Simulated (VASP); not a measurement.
# NiSb (Breithauptite) with AM05 + U: from relaxation to properties, part 9 of 11

Aim: relax NiSb (Breithauptite), then compute properties on the relaxed cell. The start is a cell from a database of measured crystal structures.

VASP 6.6.1, plane waves and PAW; the level of theory is named at each step.

Still holding for the runs below: This run allows spin, but its moments start at zero, where symmetry between the spins tends to hold them, although Ni can carry a moment. The k-mesh is coarse for a metal. A U on the itinerant d states of such a compound is hard to justify; it moves the bands at the Fermi level.

So far. Step 9 (Second relaxation): It ends with forces that vanish by symmetry and a pressure of 0.00 GPa. The volume moved by only 0.11 %, so the volume is settled. Step 10 (Single point with fields (AM05 + U)): In this run the pressure is 0.00 GPa, small enough to go on. The relaxed cell has a = 3.849, c = 5.045 Å (conventional setting).

The database entry behind the starting cell differs from later determinations by our own check (c about 0.3 % short), so it need not match the best structure at ambient conditions.

### 11. Bands along the symmetry lines (AM05 + U)

Level of this step: AM05, DFT+U (Ni d 4 eV), zero-moment start; plane waves and PAW (Ni, Sb) (VASP).

Levels along the symmetry lines show where the bands peak and cross; KPOINTS_OPT computes them in the converged potential.

INCAR

```
SYSTEM = NiSb
PREC = Accurate
ENCUT = 400
EDIFF = 1E-06
NELM = 100
ISMEAR = 0
SIGMA = 0.05
LREAL = .FALSE.
ALGO = Normal
GGA = AM
NBANDS = 31
ISPIN = 2
MAGMOM = -0 -0 0 0
LDAU = .TRUE.
LDAUTYPE = 2
LDAUL = 2 -1
LDAUU = 4 0
LDAUJ = 0 0
LDAUPRINT = 1
LASPH = .TRUE.
LMAXMIX = 4
LORBIT = 11
LWAVE = .FALSE.
LCHARG = .FALSE.
KPAR = 8
```

POSCAR

```
NiSb
1.0
    3.8489803542      0.0000000000      0.0000000000
   -1.9244901771      3.3333147654      0.0000000000
    0.0000000000      0.0000000000      5.0447321156
Ni Sb
2 2
Direct
    0.0000000000      0.0000000000      0.0000000000
    0.0000000000      0.0000000000      0.5000000000
    0.3333333333      0.6666666667      0.2500000000
    0.6666666667      0.3333333333      0.7500000000
```

KPOINTS

```
Automatic mesh
0
Gamma
6 6 4
0 0 0
```

KPOINTS_OPT

```
Line mode
16
Line-mode
Reciprocal
  0.00000000   0.00000000   0.00000000 GAMMA
  0.50000000   0.00000000   0.00000000 M

  0.50000000   0.00000000   0.00000000 M
  0.33333333   0.33333333   0.00000000 K

  0.33333333   0.33333333   0.00000000 K
  0.00000000   0.00000000   0.00000000 GAMMA

  0.00000000   0.00000000   0.00000000 GAMMA
  0.00000000   0.00000000   0.50000000 A

  0.00000000   0.00000000   0.50000000 A
  0.50000000   0.00000000   0.50000000 L

  0.50000000   0.00000000   0.50000000 L
  0.33333333   0.33333333   0.50000000 H

  0.33333333   0.33333333   0.50000000 H
  0.00000000   0.00000000   0.50000000 A

  0.50000000   0.00000000   0.50000000 L
  0.50000000   0.00000000   0.00000000 M

  0.33333333   0.33333333   0.00000000 K
  0.33333333   0.33333333   0.50000000 H
```

PAW data sets: Ni and Sb (PBE family, release 64).

Launch:

```sh
$ mpirun -np 8 vasp_std
```

Log:

```text
[... set-up lines as in an earlier step ...]
 entering main loop
       N       E                     dE             d eps       ncg     rms          rms(c)
DAV:   1     0.169941483382E+03    0.16994E+03   -0.97631E+03  2628   0.833E+02
DAV:   2    -0.502005859195E+01   -0.17496E+03   -0.16198E+03  2710   0.214E+02
DAV:   3    -0.173510442329E+02   -0.12331E+02   -0.12023E+02  3027   0.673E+01
DAV:   4    -0.175855445158E+02   -0.23450E+00   -0.23428E+00  3036   0.925E+00
DAV:   5    -0.175917319798E+02   -0.61875E-02   -0.61871E-02  3090   0.144E+00    0.110E+01
DAV:   6    -0.177066153135E+02   -0.11488E+00   -0.41039E+00  3053   0.340E+01    0.753E+00
DAV:   7    -0.169840233491E+02    0.72259E+00   -0.21655E+00  3255   0.261E+01    0.437E+00
DAV:   8    -0.169019608186E+02    0.82063E-01   -0.32931E-01  3423   0.548E+00    0.471E-01
DAV:   9    -0.169019799659E+02   -0.19147E-04   -0.17358E-02  3069   0.867E-01    0.300E-01
DAV:  10    -0.169022622523E+02   -0.28229E-03   -0.25881E-03  3178   0.378E-01    0.102E-01
DAV:  11    -0.169023834786E+02   -0.12123E-03   -0.59125E-04  3605   0.204E-01    0.612E-02
DAV:  12    -0.169023895097E+02   -0.60311E-05   -0.64076E-05  2877   0.527E-02    0.456E-02
DAV:  13    -0.169023869204E+02    0.25892E-05   -0.11466E-05  3220   0.189E-02    0.115E-02
DAV:  14    -0.169023864436E+02    0.47680E-06   -0.14816E-06  2536   0.130E-02
   1 F= -.16902386E+02 E0= -.16899252E+02  d E =-.626845E-02  mag=    -0.0000
 Start KPOINTS_OPT (optional k-point list driver)
k-point batch [1-21\144]
       N       E                     dE             ncg
DAV:   1     0.799610976653E+04   -0.33475E+04     2636
DAV:   2     0.435512093638E+04   -0.36410E+04     2689
DAV:   3     0.409752376326E+04   -0.25760E+03     3074
DAV:   4     0.409265214011E+04   -0.48716E+01     3063
DAV:   5     0.409252260090E+04   -0.12954E+00     3144
DAV:   6     0.409251717141E+04   -0.54295E-02     3263
DAV:   7     0.409251692185E+04   -0.24956E-03     3347
DAV:   8     0.409251691117E+04   -0.10672E-04     2665
DAV:   9     0.409251691079E+04   -0.38595E-06     1993
[...]
k-point batch [127-144\144]
       N       E                     dE             ncg
DAV:   1     0.936320709796E+04   -0.10098E+05     2232
DAV:   2     0.630040313541E+04   -0.30628E+04     2316
DAV:   3     0.609048057269E+04   -0.20992E+03     2629
DAV:   4     0.608648066010E+04   -0.39999E+01     2640
DAV:   5     0.608637077540E+04   -0.10988E+00     2698
DAV:   6     0.608636611660E+04   -0.46588E-02     2780
DAV:   7     0.608636589595E+04   -0.22065E-03     2769
DAV:   8     0.608636588498E+04   -0.10964E-04     2236
DAV:   9     0.608636588452E+04   -0.46520E-06     1793
```

Elapsed: 61 s, on 8 MPI ranks of AMD EPYC 7R43, shared host; peak memory 1.9 GiB; 8 min of CPU time.

Parts of OUTCAR (step 11):

```text
   k-points           NKPTS =     21   k-points in BZ     NKDIM =     21   number of bands    NBANDS=     31

   NELECT =      30.0000    total number of electrons

atom =   1  type =  1  l = 2

 onsite density matrix

spin component  1

  0.8737  0.0000  0.0000  0.0467  0.0000
  0.0000  0.8622 -0.0000  0.0000  0.0467
  0.0000 -0.0000  0.8944  0.0000 -0.0000
  0.0467  0.0000  0.0000  0.8622 -0.0000
  0.0000  0.0467 -0.0000 -0.0000  0.8737

spin component  2

 occupancies and eigenvectors

  o =  0.8209  v = -0.0000  0.7490 -0.0000  0.0000 -0.6626  0.0000  0.0000  0.0000  0.0000  0.0000      0.0000  0.0000  0.0000  0.0000  0.0000  0.0000  0.0000  0.0000  0.0000  0.0000
  o =  0.8209  v =  0.6626  0.0000 -0.0000 -0.7490 -0.0000  0.0000  0.0000  0.0000  0.0000  0.0000      0.0000  0.0000  0.0000  0.0000  0.0000  0.0000  0.0000  0.0000  0.0000  0.0000
  o =  0.8209  v =  0.0000  0.0000  0.0000  0.0000  0.0000 -0.0000  0.7490 -0.0000  0.0000 -0.6626      0.0000  0.0000  0.0000  0.0000  0.0000  0.0000  0.0000  0.0000  0.0000  0.0000
  o =  0.8209  v =  0.0000  0.0000  0.0000  0.0000  0.0000  0.6626  0.0000 -0.0000 -0.7490 -0.0000      0.0000  0.0000  0.0000  0.0000  0.0000  0.0000  0.0000  0.0000  0.0000  0.0000
  o =  0.8944  v =  0.0000  0.0000  0.0000  0.0000  0.0000 -0.0000  0.0000  1.0000 -0.0000  0.0000      0.0000  0.0000  0.0000  0.0000  0.0000  0.0000  0.0000  0.0000  0.0000  0.0000
  o =  0.8944  v = -0.0000  0.0000  1.0000 -0.0000  0.0000  0.0000  0.0000  0.0000  0.0000  0.0000      0.0000  0.0000  0.0000  0.0000  0.0000  0.0000  0.0000  0.0000  0.0000  0.0000
  o =  0.9150  v = -0.0000 -0.6626  0.0000 -0.0000 -0.7490  0.0000  0.0000  0.0000  0.0000  0.0000      0.0000  0.0000  0.0000  0.0000  0.0000  0.0000  0.0000  0.0000  0.0000  0.0000
  o =  0.9150  v =  0.7490 -0.0000  0.0000  0.6626 -0.0000  0.0000  0.0000  0.0000  0.0000  0.0000      0.0000  0.0000  0.0000  0.0000  0.0000  0.0000  0.0000  0.0000  0.0000  0.0000
  o =  0.9150  v =  0.0000  0.0000  0.0000  0.0000  0.0000 -0.0000 -0.6626  0.0000 -0.0000 -0.7490      0.0000  0.0000  0.0000  0.0000  0.0000  0.0000  0.0000  0.0000  0.0000  0.0000
  o =  0.9150  v =  0.0000  0.0000  0.0000  0.0000  0.0000  0.7490 -0.0000  0.0000  0.6626 -0.0000      0.0000  0.0000  0.0000  0.0000  0.0000  0.0000  0.0000  0.0000  0.0000  0.0000

atom =   2  type =  1  l = 2

 onsite density matrix

spin component  1

  0.8737 -0.0000  0.0000 -0.0467 -0.0000
 -0.0000  0.8622  0.0000  0.0000 -0.0467
  0.0000  0.0000  0.8944 -0.0000 -0.0000
 -0.0467  0.0000 -0.0000  0.8622  0.0000
 -0.0000 -0.0467 -0.0000  0.0000  0.8737

spin component  2

 occupancies and eigenvectors

  o =  0.8209  v =  0.0000 -0.7490 -0.0000  0.0000 -0.6626  0.0000  0.0000  0.0000  0.0000  0.0000      0.0000  0.0000  0.0000  0.0000  0.0000  0.0000  0.0000  0.0000  0.0000  0.0000
  o =  0.8209  v = -0.6626 -0.0000 -0.0000 -0.7490 -0.0000  0.0000  0.0000  0.0000  0.0000  0.0000      0.0000  0.0000  0.0000  0.0000  0.0000  0.0000  0.0000  0.0000  0.0000  0.0000
  o =  0.8209  v =  0.0000  0.0000  0.0000  0.0000  0.0000  0.0001 -0.7490 -0.0000  0.0001 -0.6626      0.0000  0.0000  0.0000  0.0000  0.0000  0.0000  0.0000  0.0000  0.0000  0.0000
  o =  0.8209  v =  0.0000  0.0000  0.0000  0.0000  0.0000 -0.6626 -0.0001 -0.0000 -0.7490 -0.0001      0.0000  0.0000  0.0000  0.0000  0.0000  0.0000  0.0000  0.0000  0.0000  0.0000
  o =  0.8944  v =  0.0000  0.0000  0.0000  0.0000  0.0000  0.0000  0.0000 -1.0000 -0.0000 -0.0000      0.0000  0.0000  0.0000  0.0000  0.0000  0.0000  0.0000  0.0000  0.0000  0.0000
  o =  0.8944  v =  0.0000  0.0000 -1.0000 -0.0000 -0.0000  0.0000  0.0000  0.0000  0.0000  0.0000      0.0000  0.0000  0.0000  0.0000  0.0000  0.0000  0.0000  0.0000  0.0000  0.0000
  o =  0.9150  v =  0.0000  0.6626  0.0000 -0.0000 -0.7490  0.0000  0.0000  0.0000  0.0000  0.0000      0.0000  0.0000  0.0000  0.0000  0.0000  0.0000  0.0000  0.0000  0.0000  0.0000
  o =  0.9150  v =  0.7490 -0.0000 -0.0000 -0.6626  0.0000  0.0000  0.0000  0.0000  0.0000  0.0000      0.0000  0.0000  0.0000  0.0000  0.0000  0.0000  0.0000  0.0000  0.0000  0.0000
  o =  0.9150  v =  0.0000  0.0000  0.0000  0.0000  0.0000  0.0001  0.6626  0.0000 -0.0001 -0.7490      0.0000  0.0000  0.0000  0.0000  0.0000  0.0000  0.0000  0.0000  0.0000  0.0000
  o =  0.9150  v =  0.0000  0.0000  0.0000  0.0000  0.0000  0.7490 -0.0001 -0.0000 -0.6626  0.0001      0.0000  0.0000  0.0000  0.0000  0.0000  0.0000  0.0000  0.0000  0.0000  0.0000

 E-fermi :  10.5628

 spin component 1
 k-point     1 :       0.0000    0.0000    0.0000
  band No.  band energies     occupation
    ...
      9       7.7609      1.00000
     10       7.7609      1.00000
     11       8.6318      1.00000
     12       8.6318      1.00000
     13      10.0656      1.00000
     14      11.4362      0.00000
     15      11.4362      0.00000
     16      13.1320      0.00000
     17      13.1320      0.00000
     18      13.8956      0.00000
    ...

 k-point     2 :       0.1667    0.0000    0.0000
  band No.  band energies     occupation
    ...
     11       8.5943      1.00000
     12       8.6320      1.00000
     13       9.3802      1.00000
     14       9.9447      1.00000
     15      10.2577      1.00000
     16      12.1467      0.00000
     17      14.0917      0.00000
     18      14.1902      0.00000
     19      15.3868      0.00000
     20      16.7098      0.00000
    ...

  Total        0.0299806      0.0299806      0.0242794      0.0000000     -0.0000000      0.0000000
  in kB        0.7421489      0.7421489      0.6010198      0.0000000     -0.0000000      0.0000000
  external PRESSURE =       0.6951059 kB  Pullay stress =       0.0000000 kB

 POSITION                                       TOTAL-FORCE (eV/Angst)
 -----------------------------------------------------------------------------------
      0.00000      0.00000      0.00000         0.000000      0.000000      0.000000
      0.00000      0.00000      2.52237         0.000000      0.000000      0.000000
     -0.00000      2.22221      1.26118         0.000000     -0.000000      0.000000
      1.92449      1.11110      3.78355        -0.000000      0.000000     -0.000000
 -----------------------------------------------------------------------------------
    total drift:                               -0.000000      0.000000      0.000000

  FREE ENERGIE OF THE ION-ELECTRON SYSTEM (eV)
  ---------------------------------------------------
  free  energy   TOTEN  =       -16.9023864436 eV

  energy  without entropy=      -16.8961179941  energy(sigma->0) =      -16.89925222

[... 10 parts as in an earlier step ...]

[... 9 further parts left out ...]
```

Spin-orbit coupling is off here; with elements this heavy it splits and shifts levels by tenths of an eV or more.

This step gave:

```
bands    : 31
pressure : 0.06951 GPa
```

Both spin channels agree. Electronic bands along the path, in eV, zero at the Fermi level; # counts the bands kept, so #1 is VASP's band 2:

```
    point    #11    #12    #13    #14    #15   #16   #17   #18
        Γ  -1.93  -0.50   0.87   0.87   2.57  2.57  3.33  4.40
        M  -2.52  -2.18  -2.02  -1.93  -0.43  1.05  3.40  4.21
        K  -2.02  -2.02  -1.97  -0.80  -0.80  0.63  0.63  3.11
        Γ  -1.93  -0.50   0.87   0.87   2.57  2.57  3.33  4.40
        A  -2.86   0.43   0.43   2.27   2.27  2.27  2.27  5.44
        L  -2.57  -2.51  -2.51   0.16   0.16  1.89  1.89  5.42
        H  -2.76  -1.93  -1.93  -1.80  -1.80  4.52  4.52  7.66
        A  -2.86   0.43   0.43   2.27   2.27  2.27  2.27  5.44
jump to L  -2.57  -2.51  -2.51   0.16   0.16  1.89  1.89  5.42
        M  -2.52  -2.18  -2.02  -1.93  -0.43  1.05  3.40  4.21
jump to K  -2.02  -2.02  -1.97  -0.80  -0.80  0.63  0.63  3.11
        H  -2.76  -1.93  -1.93  -1.80  -1.80  4.52  4.52  7.66
```

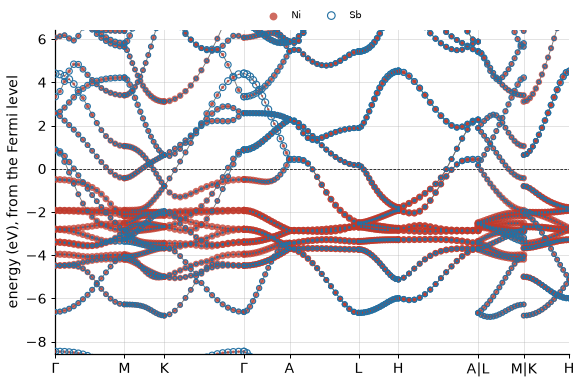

Electronic bands along the path; dots are coloured as in the legend, and their area grows with the weight.

There is no gap at this level.

(Part 9 of 11 ends here.)

[Lines on the potential files, build, host, timing and source positions are cut from VASP's logs without a mark.]

[Logs are printed without paths, hosts, clocks, repeated set-up lines and the standing remarks that a program may print on its own settings, such as how far it seeks lower states.]

[Hosts, paths, dates, database ids (printed as entryN), source tags and the programs' standing remarks are cut or masked in the printed files.]

[A measured line is paired with the nearest computed mode of its activity, which favours agreement.]
